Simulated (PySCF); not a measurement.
Atomic calculation for S⁸⁺

System: S⁸⁺, configuration 1s2 2s2 2p4, multiplicity 3.
Method: unrestricted M06-2X, cc-pV(D+d)Z, non-relativistic, point nucleus (PySCF).

**Input**
```python
from pyscf import gto, scf, dft, mp, cc
import basis_set_exchange as bse
mol = gto.M(atom="S 0 0 0", charge=8, spin=2, symmetry="D2h",
            basis=gto.basis.parse(bse.get_basis("cc-pV(D+d)Z", elements=["S"], fmt="nwchem", header=False)))
mf = dft.UKS(mol, xc="M062X")
mf.irrep_nelec = {'Ag': (2, 2), 'B1u': (1, 0), 'B2u': (1, 1), 'B3u': (1, 0)}
mf.kernel()
```

The script is an equivalent of what the driver set up; the driver started from orbitals of its own, so the log can be shorter than this script's would be, and it computed the properties (radii, ⟨L²⟩, response) afterwards. It held the occupations shell by shell, which the script's counts by irreducible representation don't always enforce.

Hardware: 1 thread of Arm Neoverse V2, 23 GiB of memory available, shared host.

Launched within a batch (the task file carries these settings):
```bash
OMP_NUM_THREADS=1 python <driver script> TASK.json OUT
```

**The program's output (extracts)**
```
damping factor = 0
level_shift factor = 0
DIIS = <class 'pyscf.scf.diis.CDIIS'>
diis_start_cycle = 1
diis_space = 10
diis_damp = 0
SCF conv_tol = 1e-09
SCF conv_tol_grad = None
number electrons alpha = 5  beta = 3
XC functionals = M062X
    Y. Zhao and D. G. Truhlar.,  Theor. Chem. Acc. 120, 215 (2008)
    Y. Zhao and D. G. Truhlar.,  Theor. Chem. Acc. 120, 215 (2008)
cycle= 1 E= -365.249429790614  delta_E= -0.000957  |g|= 0.00586  |ddm|= 0.0228
cycle= 2 E= -365.249432519723  delta_E= -2.73e-06  |g|= 0.000351  |ddm|= 0.000864
cycle= 3 E= -365.249432529559  delta_E= -9.84e-09  |g|= 2.54e-06  |ddm|= 4.73e-05
cycle= 4 E= -365.249432529559  delta_E= -7.39e-13  |g|= 1.81e-08  |ddm|= 6.95e-07
converged SCF energy = -365.249432529559  <S^2> = 2.0001627  2S+1 = 3.0001085
```

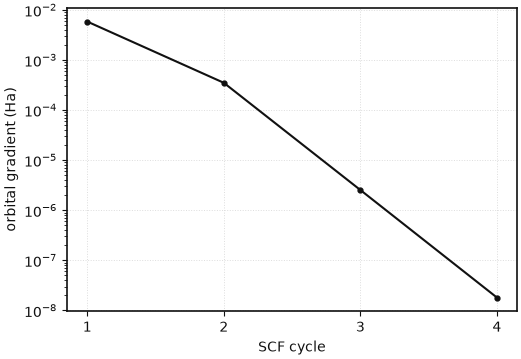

Figure 1. Convergence: orbital gradient against the SCF cycle. The residual falls at every step. It goes from 0.0059 to 1.8×10⁻⁸ in 4 steps.

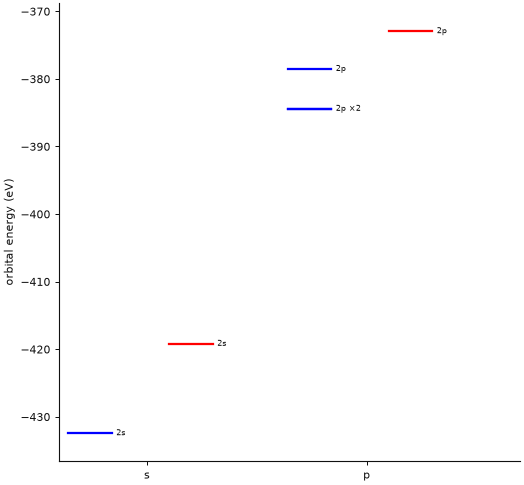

Figure 2. Orbital energies of the mean field, from the top down to −432.4 eV, by angular momentum, α spin at the left of each column and β at the right; ×n counts the orbitals under one label. The highest filled orbital is 2p β at −372.9 eV, the lowest empty one p β at −346.0 eV.

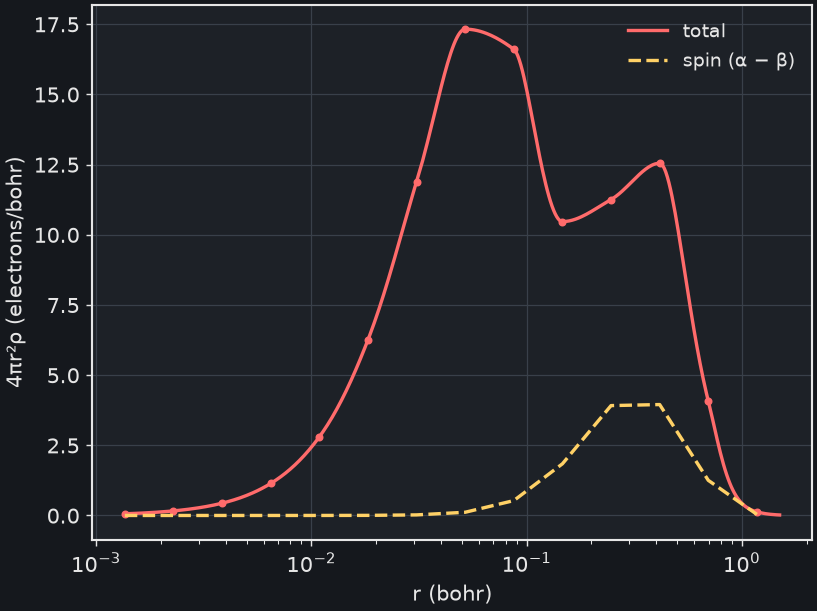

Figure 3. Spherically averaged radial density 4πr²ρ of the mean field and its spin part; markers are the stored points, which are sparse, and the line is a monotone interpolation between them. The largest stored value is 17.3 electrons/bohr at r = 0.052 bohr. Root-mean-square radii of the shells: 1s 0.112, 2p 0.474, 2s 0.504 bohr.

**What the run reported**

| quantity | value |
| --- | --- |
| outcome | converged |
| total energy | −365.249433 hartree |
| kinetic energy | 354.725525 hartree |
| ⟨S²⟩ | 2.000 |
| ⟨L²⟩ | 2.00 |
| SCF iterations | 4 |

**What is odd here**

This input holds a deliberate oddity: basis of the neutral atom used for a highly charged ion. The program ran to the end. Its numbers are those of this setting; this run alone doesn't show how far the oddity moves them.
